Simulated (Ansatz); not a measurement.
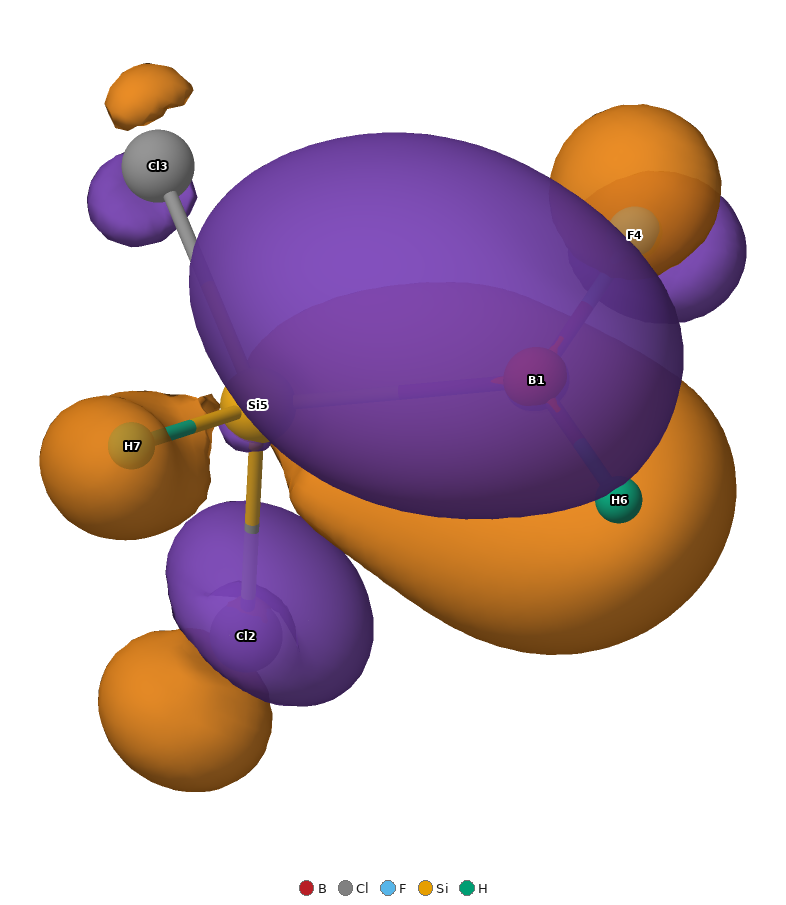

Figure. BCl$_{2}$FH$_{2}$Si. The LUMO at ±0.08 Å⁻³ᐟ² (orange and purple are the two phases), seen at a tilt.

Geometry: B3LYP-D3(BJ)/def2-SVP.

Method: isolated molecule in a Gaussian basis; Kohn-Sham density functional theory, functional PBE0 in Ansatz.

```tsv
atom	x (Å)	y (Å)	z (Å)
B	0.6392	0.6364	2.1318
Cl	-2.0688	0.2193	0.3779
Cl	0.6163	1.7179	-1.0843
F	1.8306	0.1423	1.8620
Si	-0.4670	1.5207	0.6739
H	0.2177	0.5061	3.2588
H	-1.0281	2.8521	1.0184
```

Q: Describe this orbital and give its energy.

A: By Hirshfeld shares it lies mainly on B1 (about 50 %), Si5 (about 20 %), F4 (about 10 %) and Cl2 (about 10 %). Its energy is −2.42 eV.
